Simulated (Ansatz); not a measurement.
## A family of molecules: the atomisation energy (no zero-point term)

One atom is swapped for its congeners: BH(SeH)F; AlH(SeH)F; GaH(SeH)F; InH(SeH)F. All are singlets with charge 0.

Shapes, held fixed at every level: PBE0-D4/def2-TZVP. Flexible molecules stand in one conformer, not always the lowest. Programs: Ansatz 0.2.0. Values in eV.

```csv
level,BH(SeH)F,AlH(SeH)F,GaH(SeH)F,InH(SeH)F
B3LYP-D4/def2-TZVPP,17.88,15.68,13.88,12.66
BHLYP-D4/def2-TZVPP,17.30,15.26,13.45,12.21
r2SCAN0-D4/def2-TZVPP,17.70,15.59,13.89,12.61
MP2/def2-SVP,17.39,15.08,13.53,12.12
CCSD(T)/def2-SVP,16.97,14.77,13.22,11.83
CCSD(T)/def2-TZVPP,17.45,15.51,13.95,12.60
```

At CCSD(T)/def2-TZVPP the atomisation energy falls at every step, from 17.45 to 12.60 eV. Every level shows the same order. For atoms past krypton def2 sets carry core potentials with scalar relativity. Relativity is left out for Ga, Se unless named. Correlated rows may include outer-core shells of Ga, In, Se, which these sets cover unevenly. Spin-orbit coupling, which grows down the group, is left out (summed over each molecule's free atoms 0.14, 0.14, 0.20, 0.32 eV).

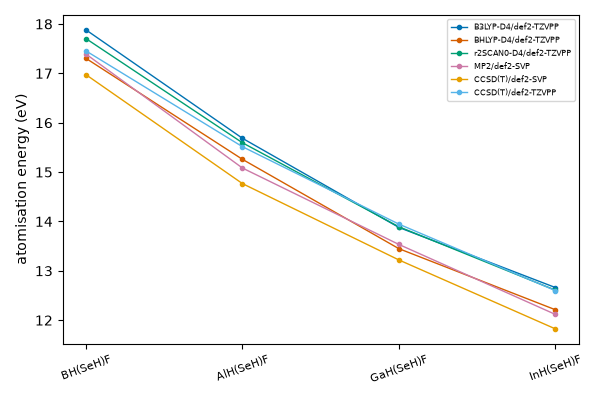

The trend along the series, level by level.
